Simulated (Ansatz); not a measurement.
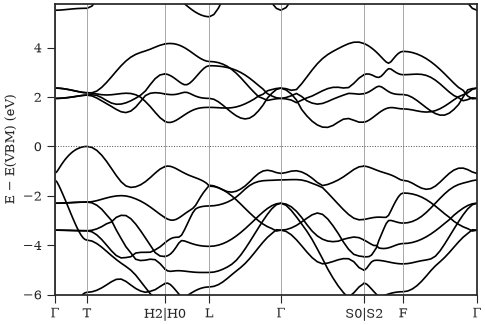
Figure: Band structure from plane-wave PAW PBE+D3(BJ) (Ansatz code)

**Question.** Read off the gap and where the band edges lie.

**Answer.** About 0.8 eV (0.77 eV by a search for the band edges); maximum at T, minimum on the Γ–S0 line, 54 % of the way from Γ.

The material is MoS$_{2}$ in space group R3m (No. 160; Mo on 3a, S on 3a, S on 3a).

The PBE+D3(BJ) relaxation kept the symmetry of its start. No spin polarisation was allowed. Scalar-relativistic: spin–orbit coupling is off unless named, which matters more the heavier the elements.

Potentials: the earlier of the program's two PAW sets.
